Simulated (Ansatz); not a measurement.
**C2H4N2S2: two geometries relaxed**

Are the two ends of the inversion of the pyramid at N1 separate minima, and which lies lower? Each is relaxed from a guess. SMILES of the start: NC=NC(=S)S.

Method: RKS B3LYP-D4/def2-SVP, in Ansatz 0.2.0.

## 1. The system as given

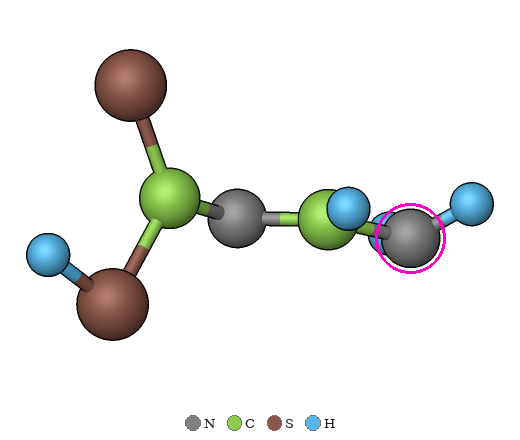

Start, viewed from a chosen angle; nitrogen grey, carbon green, sulfur brown, hydrogen blue. Ringed: N1.

As a file:

```xyz
10

N    -0.1905   -2.2209   -0.3078
C     0.1169   -0.8802   -0.1578
N    -0.7636    0.0883   -0.1285
C    -0.1180    1.3477    0.0591
S     0.3464    2.3307   -1.1965
S    -0.1287    1.9332    1.7287
H     0.4418   -2.7809   -0.7962
H    -1.1653   -2.2835   -0.6171
H     1.2183   -0.7245   -0.0173
H     0.3258    3.1389    1.4363
```

## 2. End point A

File input.yaml:

```yaml
crystal:
  periodic: [false, false, false]
  atoms:
    - { symbol: "N", position_ang: [-0.1905, -2.2209, -0.3078] }
    - { symbol: C, position_ang: [0.1169, -0.8802, -0.1578] }
    - { symbol: "N", position_ang: [-0.7636, 0.0883, -0.1285] }
    - { symbol: C, position_ang: [-0.118, 1.3477, 0.0591] }
    - { symbol: S, position_ang: [0.3464, 2.3307, -1.1965] }
    - { symbol: S, position_ang: [-0.1287, 1.9332, 1.7287] }
    - { symbol: H, position_ang: [0.4418, -2.7809, -0.7962] }
    - { symbol: H, position_ang: [-1.1653, -2.2835, -0.6171] }
    - { symbol: H, position_ang: [1.2183, -0.7245, -0.0173] }
    - { symbol: H, position_ang: [0.3258, 3.1389, 1.4363] }
basis:
  gaussian: { orbitals: def2-SVP }
hamiltonian:
  xc: b3lyp
  dispersion: d4
relax:
  f_tol: 0.015
  max_steps: 40
output:
  orbitals: {}
```

Launch:

```
> ansatz run input.yaml --threads 2 --pin off --max-ram 3072MiB --backend cpu --events-out ev --progress --plain --runs-dir out
```

Log, shortened:

```text
Warning: RAYON_NUM_THREADS=2 ignored (pool sized by the plan → 2); use --threads N
[...]
Functional definition: B3LYP
[...]
1225 factors; integrals over basis functions are off by at most 3.6e-4 eV
[...]
mean field -26779.33525455 eV, -984.1224189192 hartree, gradient 5.8e-5 eV, S^2 0.000000; 0 other end points of the search recorded, 0 dependent functions left out
[...]
reference -26779.33549164 eV, -984.1224276323 hartree; 31, 31 occupied and 81, 81 virtual orbitals, 1225 factors
relax step   1: F+E_penalty+E_count = -26779.79155422 eV  Δ(F+E_penalty+E_count) = +0.000e0 eV  max|allowed force component| = 2.700e0 eV/Å  Δτ_max = 0.0000 Å  (28 SCF iters, accepted)
[...]
relax step   5: F+E_penalty+E_count = -26780.24755129 eV  Δ(F+E_penalty+E_count) = -6.166e-2 eV  max|allowed force component| = 2.918e-1 eV/Å  Δτ_max = 0.2000 Å  (32 SCF iters, accepted)
[...]
relax step   9: F+E_penalty+E_count = -26780.35138706 eV  Δ(F+E_penalty+E_count) = -8.081e-3 eV  max|allowed force component| = 3.649e-1 eV/Å  Δτ_max = 0.0712 Å  (32 SCF iters, accepted)
[...]
relax step  13: F+E_penalty+E_count = -26780.35604155 eV  Δ(F+E_penalty+E_count) = -4.439e-5 eV  max|allowed force component| = 2.632e-2 eV/Å  Δτ_max = 0.0177 Å  (34 SCF iters, accepted)
[...]
relax step  15: F+E_penalty+E_count = -26780.35598188 eV  Δ(F+E_penalty+E_count) = +6.018e-5 eV  max|allowed force component| = 2.181e-2 eV/Å  Δτ_max = 0.0096 Å  (26 SCF iters, rejected (line search))
[...]
relax step  16: F+E_penalty+E_count = -26780.35613556 eV  Δ(F+E_penalty+E_count) = -9.350e-5 eV  max|allowed force component| = 9.425e-3 eV/Å  Δτ_max = 0.0048 Å  (27 SCF iters, accepted)
1225 factors; integrals over basis functions are off by at most 4.7e-4 eV
[...]
mean field -26779.90052160 eV, -984.1431921002 hartree, gradient 1.9e-5 eV, S^2 0.000000; 1 other end points of the search recorded, 0 dependent functions left out
[...]
reference -26779.90075311 eV, -984.1432006081 hartree; 31, 31 occupied and 81, 81 virtual orbitals, 1225 factors
Total energy: -26780.35636707 eV, -984.1599441122 hartree
Atom 0 at    -0.257055    -2.143717    -0.473331 Å, force     0.000109    -0.004810     0.002434 eV/Å
Atom 1 at     0.194206    -0.885544    -0.377765 Å, force    -0.007304    -0.001207    -0.001568 eV/Å
Atom 2 at    -0.432918     0.017457     0.301029 Å, force     0.000115    -0.000479    -0.001552 eV/Å
Atom 3 at     0.018015     1.314714     0.266231 Å, force     0.009425     0.002016     0.007889 eV/Å
Atom 4 at     0.984786     2.028469    -0.877161 Å, force    -0.001507     0.001130    -0.003038 eV/Å
Atom 5 at    -0.640413     2.171305     1.673270 Å, force    -0.006379     0.000154     0.001104 eV/Å
Atom 6 at     0.264962    -2.850882    -0.972305 Å, force    -0.002564     0.003379     0.001376 eV/Å
Atom 7 at    -1.127189    -2.397489    -0.017049 Å, force     0.004835     0.002063    -0.002672 eV/Å
Atom 8 at     1.133879    -0.663561    -0.913687 Å, force     0.002295    -0.001485    -0.001859 eV/Å
Atom 9 at    -0.055174     3.358048     1.393669 Å, force     0.000976    -0.000762    -0.002114 eV/Å
Dipole moment:    -0.042012    -0.985354    -0.071933 e Å
```

It took 56 s on 2 threads of Arm Neoverse V1, shared host; peak memory 0.27 GiB.

Step by step:

```
step  energy from step 1 (eV)  largest force component (eV/Å)
   1                   0.0000                          2.6996
   2                  -0.1236                          1.2704
   3                  -0.2663                          1.0849
   4                  -0.3943                          0.6320
   5                  -0.4560                          0.2918
   6                  -0.5177                          0.3804
   7                  -0.5518                          0.4085
  8x                  -0.5480                          0.5625
   9                  -0.5598                          0.3649
  10                  -0.5641                          0.0522
 11x                  -0.5641                          0.0436
  12                  -0.5644                          0.0067
  13                  -0.5645                          0.0263
  14                  -0.5645                          0.0278
 15x                  -0.5644                          0.0218
  16                  -0.5646                          0.0094
```

Step 1 is the start. 3 steps were tried and not accepted (marked x).

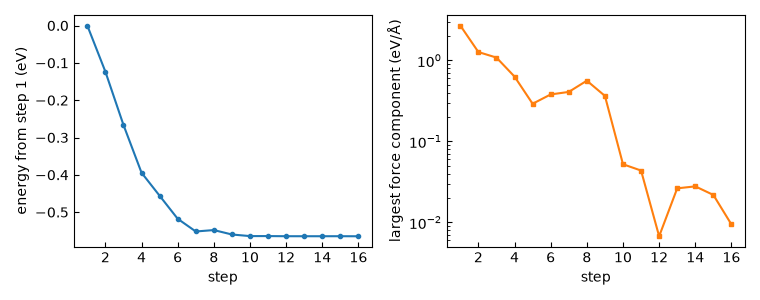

Energy and largest force along the relaxation.

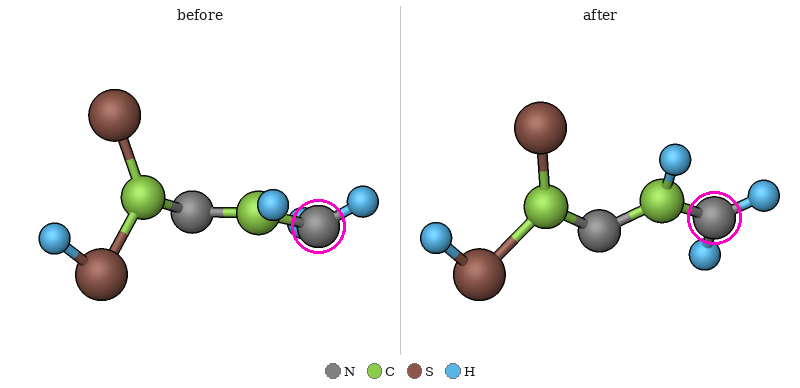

Before and after, at one scale.

After: Bond lengths: N1–C2 1.340 Å, C2–N3 1.292 Å, N3–C4 1.374 Å, C4–S5 1.659 Å, C4–S6 1.774 Å, N1–H7 1.011 Å, N1–H8 1.015 Å, C2–H9 1.104 Å, S6–H10 1.352 Å. Angles: N1–C2–N3 122.0°, N1–C2–H9 116.1°, N3–C2–H9 121.8°, C2–N1–H7 121.2°, C2–N1–H8 119.4°, H7–N1–H8 119.3°, C2–N3–C4 119.2°, N3–C4–S5 128.0°, N3–C4–S6 108.3°, S5–C4–S6 123.7°, C4–S6–H10 95.7°.

## 3. End point B

The second end starts from a geometry with the move made by hand.

Edit input.yaml of step 2 so:

```diff
@@ -9,4 +9,4 @@
     - { symbol: S, position_ang: [-0.1287, 1.9332, 1.7287] }
-    - { symbol: H, position_ang: [0.4418, -2.7809, -0.7962] }
-    - { symbol: H, position_ang: [-1.1653, -2.2835, -0.6171] }
+    - { symbol: H, position_ang: [0.5494, -2.85549, -0.35003] }
+    - { symbol: H, position_ang: [-0.92819, -2.44787, 0.36608] }
     - { symbol: H, position_ang: [1.2183, -0.7245, -0.0173] }
@@ -21,3 +21 @@
   max_steps: 40
-output:
-  orbitals: {}
```

Launch:

```
> ansatz run input.yaml --threads 2 --pin off --max-ram 3072MiB --backend cpu --events-out ev --progress --plain --runs-dir out
```

Log, shortened:

```text
Warning: RAYON_NUM_THREADS=2 ignored (pool sized by the plan → 2); use --threads N
[...]
Functional definition: B3LYP
[...]
1225 factors; integrals over basis functions are off by at most 3.4e-4 eV
[...]
mean field -26779.10236661 eV, -984.1138604456 hartree, gradient 6.6e-5 eV, S^2 0.000000; 0 other end points of the search recorded, 0 dependent functions left out
[...]
reference -26779.10260173 eV, -984.1138690858 hartree; 31, 31 occupied and 81, 81 virtual orbitals, 1225 factors
relax step   1: F+E_penalty+E_count = -26779.55833318 eV  Δ(F+E_penalty+E_count) = +0.000e0 eV  max|allowed force component| = 2.756e0 eV/Å  Δτ_max = 0.0000 Å  (28 SCF iters, accepted)
[...]
relax step   4: F+E_penalty+E_count = -26780.14797905 eV  Δ(F+E_penalty+E_count) = -1.328e-1 eV  max|allowed force component| = 5.336e-1 eV/Å  Δτ_max = 0.1060 Å  (33 SCF iters, accepted)
[...]
Total energy: -26780.35639249 eV, -984.1599450466 hartree
Atom 0 at    -0.165167    -2.206885    -0.144365 Å, force    -0.001894    -0.004752    -0.002755 eV/Å
Atom 1 at     0.229442    -0.927111    -0.191012 Å, force     0.002232     0.002896     0.000489 eV/Å
Atom 2 at    -0.362176    -0.001916     0.489816 Å, force    -0.001883    -0.001525     0.001666 eV/Å
Atom 3 at     0.018553     1.306725     0.314283 Å, force    -0.001474    -0.007400     0.005429 eV/Å
Atom 4 at     0.824939     1.970825    -0.974073 Å, force     0.000376     0.004167    -0.000449 eV/Å
Atom 5 at    -0.533963     2.239541     1.718710 Å, force     0.002507     0.000640    -0.006994 eV/Å
Atom 6 at     0.330802    -2.925807    -0.653099 Å, force    -0.005143     0.001958     0.004248 eV/Å
Atom 7 at    -0.966512    -2.462374     0.423434 Å, force     0.006984     0.004859    -0.002811 eV/Å
Atom 8 at     1.091427    -0.707933    -0.845772 Å, force    -0.000726     0.000537     0.000495 eV/Å
Atom 9 at    -0.039534     3.424777     1.294329 Å, force    -0.000980    -0.001379     0.000680 eV/Å
Dipole moment:    -0.004362    -0.988613    -0.000367 e Å
```

Run time: 54 s. Hardware: 2 threads of Arm Neoverse V1, shared host; peak memory 0.27 GiB.

Relaxation path:

```
step  energy from step 1 (eV)  largest force component (eV/Å)
   1                   0.0000                          2.7564
   2                  -0.2783                          1.2614
   3                  -0.4569                          1.0961
   4                  -0.5896                          0.5336
   5                  -0.6429                          0.3152
   6                  -0.7212                          0.4172
   7                  -0.7675                          0.2309
   8                  -0.7833                          0.4082
   9                  -0.7964                          0.0778
  10                  -0.7965                          0.0759
 11x                  -0.7965                          0.1106
  12                  -0.7973                          0.0285
  13                  -0.7976                          0.0584
  14                  -0.7978                          0.0185
  15                  -0.7978                          0.0074
```

Step 1 is the start. 1 step was tried and not accepted (marked x).

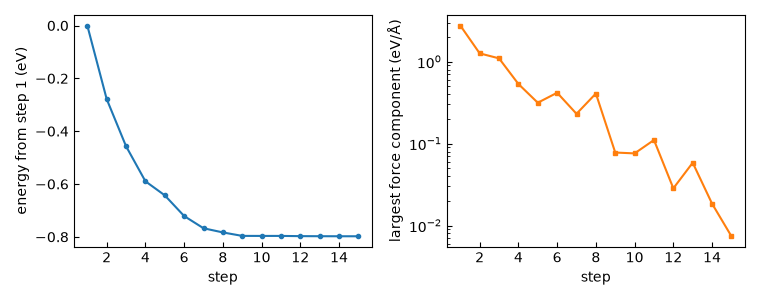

How energy and force went from step to step.

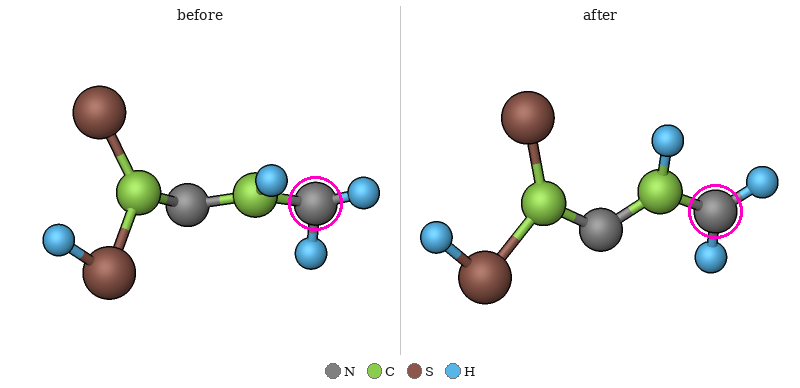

Before and after, at one scale.

After: Bond lengths: N1–C2 1.340 Å, C2–N3 1.292 Å, N3–C4 1.374 Å, C4–S5 1.659 Å, C4–S6 1.774 Å, N1–H7 1.011 Å, N1–H8 1.015 Å, C2–H9 1.104 Å, S6–H10 1.353 Å. Angles: N1–C2–N3 122.1°, N1–C2–H9 116.1°, N3–C2–H9 121.8°, C2–N1–H7 121.1°, C2–N1–H8 119.5°, H7–N1–H8 119.3°, C2–N3–C4 119.2°, N3–C4–S5 128.0°, N3–C4–S6 108.3°, S5–C4–S6 123.8°, C4–S6–H10 95.7°.

## 4. Outcome

| quantity | value |
| --- | --- |
| end A | 12 moves, 0.565 eV lower |
| end B | 13 moves, 0.798 eV lower |
| largest difference between the ends | 0.01 Å |
| end B relative to end A | -0.000 eV |

What this shows: Both starts fell into the same minimum (no atom differs by more than 0.01 Å), so from this start no second minimum was found and no band was run; another arrangement could still be one.
